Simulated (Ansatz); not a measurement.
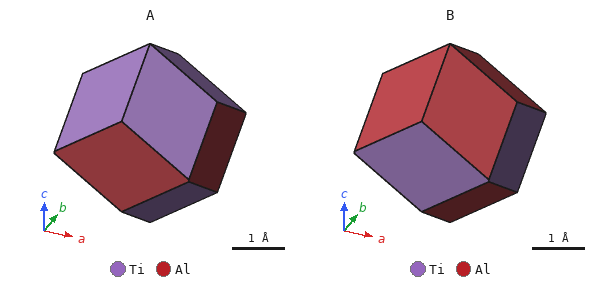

Computed Voronoi cells of the 2 sites of this structure, drawn to one scale and in one orientation; each face has the colour of the neighbour behind it.

TiAl, space group P4/mmm (No. 123), a = 2.837 Å, b = 2.837 Å, c = 4.059 Å, α = 90.00°, β = 90.00°, γ = 90.00°

| site | Wyckoff | x | y | z |
| --- | --- | --- | --- | --- |
| Ti | 1a | 0.0000 | 0.0000 | 0.0000 |
| Al | 1d | 0.5000 | 0.5000 | 0.5000 |

Source: a calculation's input that goes back to an entry of the Crystallography Open Database (an earlier step may have relaxed or displaced it).

Which cell belongs to which site?

Answer. A is Al (12 faces above 1 % of the solid angle, 16.3 Å³, mostly facing Ti); B is Ti (12 faces above 1 % of the solid angle, 16.3 Å³, mostly facing Al).
